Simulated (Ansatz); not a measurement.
The relaxed structure here is a generated cell of WSe2: the first start was made by placing the elements on the sites of a structure type, and the end was not matched to a known phase here, so it may be hypothetical. Known forms of WSe2 include space group No. 194.

One stationary structure of WSe2. Space group C222₁ (No. 20). Level of theory: PBE (plane waves to 420 eV, PAW, scalar-relativistic; Ansatz, an electronic-structure program).

Space group C222₁ (No. 20); a = 5.7510 Å, b = 10.4778 Å, c = 10.6518 Å, α = 90.00°, β = 90.00°, γ = 90.00°

```tsv
atom	site	symmetry	x	y	z
Se	4b	.2.	0.0000	0.1983	0.7500
Se	4a	2..	0.4543	0.0000	0.0000
Se	8c	1	0.0278	0.1220	0.4008
W	8c	1	0.0938	0.7135	0.0463
```
(The calculation used a cell of 12 atoms; values per cell refer to that cell.)

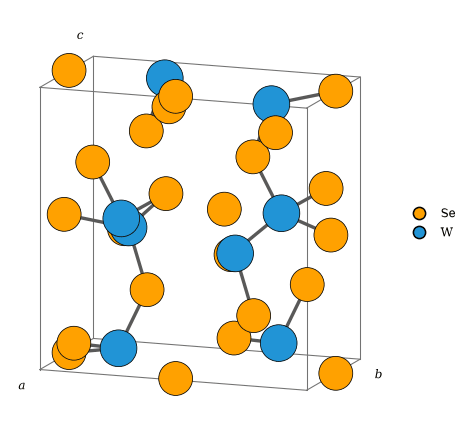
Figure. The conventional cell of the relaxed structure

Volume per atom: 26.74 Å³
Band gap: no gap (metallic)
Shortest distances: Se–W 2.42 Å; W–W 3.13 Å; Se–Se 3.23 Å
k-mesh: 8×8×4

Band energies at high-symmetry points (eV from the Fermi level; labels of this space group; no spin-orbit coupling), from −5 eV up to 4.4 eV:

| point | energies |
|---|---|
| Γ | -4.96 -4.88 -4.76 -4.71 -4.41 -4.37 -4.36 -4.07 -3.99 -3.56 -3.48 -3.39 -2.87 -2.85 -2.81 -2.53 -2.20 -2.15 -2.08 -1.64 -1.63 -1.45 -0.76 -0.62 -0.27 -0.10 -0.09 0.24 0.24 0.32 0.57 1.13 1.35 1.66 1.72 2.17 2.60 2.80 3.07 3.16 4.07 4.28 |
| Y | -4.84 -4.71 -4.57 -4.25 -4.01 -3.92 -3.61 -3.49 -3.45 -3.30 -2.91 -2.86 -2.80 -2.60 -2.60 -2.22 -1.93 -1.55 -1.54 -1.34 -0.94 -0.62 -0.59 -0.10 0.07 0.31 0.99 1.25 1.35 1.54 1.77 1.96 2.32 2.59 2.60 2.77 3.09 3.59 4.12 |
| C0 | -4.83 -4.71 -4.68 -4.54 -4.31 -4.19 -4.14 -4.09 -3.81 -3.36 -3.26 -2.94 -2.77 -2.60 -2.38 -2.37 -2.25 -1.98 -1.69 -1.53 -1.27 -0.59 -0.49 -0.28 0.14 0.44 0.59 0.85 1.06 1.31 1.42 1.67 1.82 2.05 2.20 2.49 2.66 2.69 3.09 3.64 4.23 |
| Σ0 | -4.83 -4.71 -4.68 -4.54 -4.31 -4.19 -4.14 -4.09 -3.81 -3.36 -3.26 -2.94 -2.77 -2.60 -2.38 -2.37 -2.25 -1.98 -1.69 -1.53 -1.27 -0.59 -0.49 -0.28 0.14 0.44 0.59 0.85 1.06 1.31 1.42 1.67 1.82 2.05 2.20 2.49 2.66 2.69 3.09 3.64 4.23 |
| Z | -4.76 -4.76 -4.58 -4.58 -4.46 -4.46 -4.27 -4.27 -3.97 -3.97 -3.29 -3.29 -2.75 -2.75 -2.66 -2.66 -2.45 -2.45 -1.79 -1.79 -1.47 -1.47 -0.39 -0.39 -0.32 -0.32 -0.08 -0.08 0.25 0.25 0.78 0.78 1.52 1.52 2.10 2.10 2.63 2.63 3.07 3.07 4.08 4.08 |
| A0 | -4.95 -4.95 -4.64 -4.64 -4.50 -4.50 -4.26 -4.26 -3.63 -3.63 -3.42 -3.42 -3.12 -3.12 -2.46 -2.46 -2.19 -2.19 -1.70 -1.70 -1.43 -1.43 -0.46 -0.46 -0.30 -0.30 0.71 0.71 0.86 0.86 1.25 1.25 1.71 1.71 2.25 2.25 2.49 2.49 2.89 2.89 3.84 3.84 |
| E0 | -4.95 -4.95 -4.64 -4.64 -4.50 -4.50 -4.26 -4.26 -3.63 -3.63 -3.42 -3.42 -3.12 -3.12 -2.46 -2.46 -2.19 -2.19 -1.70 -1.70 -1.43 -1.43 -0.46 -0.46 -0.30 -0.30 0.71 0.71 0.86 0.86 1.25 1.25 1.71 1.71 2.25 2.25 2.49 2.49 2.89 2.89 3.84 3.84 |
| T | -4.71 -4.71 -4.48 -4.48 -3.86 -3.86 -3.67 -3.67 -3.21 -3.21 -3.00 -3.00 -2.80 -2.80 -2.39 -2.39 -1.61 -1.61 -1.46 -1.46 -0.75 -0.75 -0.61 -0.61 0.63 0.63 0.92 0.92 1.63 1.63 1.81 1.81 2.12 2.12 2.71 2.71 3.37 3.37 4.20 4.20 |

No spin polarisation in the result.

The run could not lose the symmetry of its start: the end is stationary, and may be a saddle point rather than a minimum.
